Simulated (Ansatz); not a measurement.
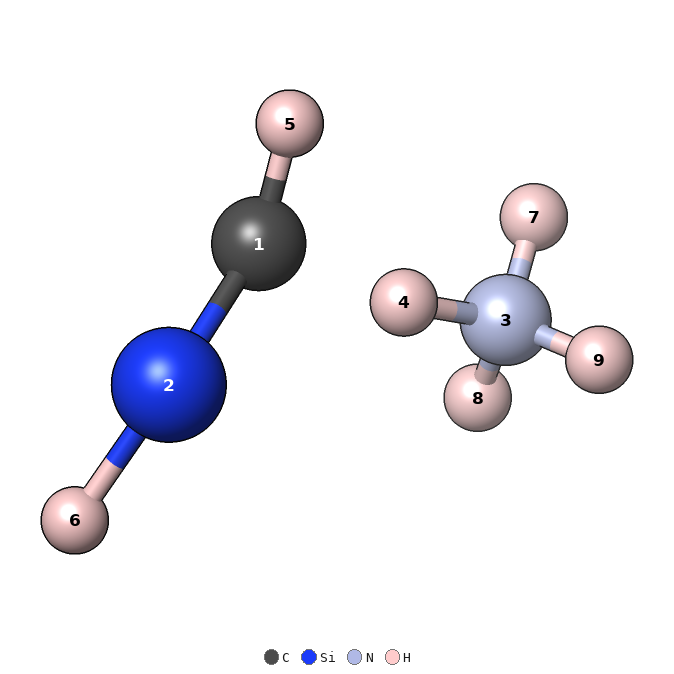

Numbered structure. The species has charge +1 and is a spin singlet. The computed structure is the end point of a PBE-D4/def2-SVP optimisation. No frequency run is at hand to confirm it as a minimum.

Give the bond lengths.

```
  bond  length (Å)
C1–Si2       1.667
 C1–H5       1.104
Si2–H6       1.497
 N3–H4       1.152
 N3–H7       1.034
 N3–H8       1.034
 N3–H9       1.034
```
